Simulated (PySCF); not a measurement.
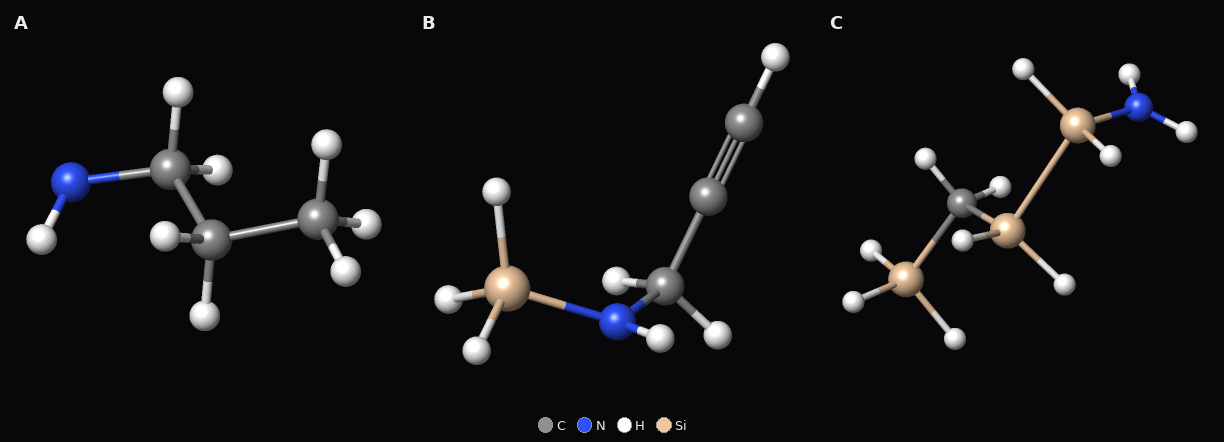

The picture comes from a calculation with PySCF.

Question: Match each picture to its SMILES.
(1) C#CCN[SiH3]
(2) [NH2+][SiH2][SiH2]C[SiH3]
(3) CCC[NH]

Answer: A is (3), B is (1), C is (2).
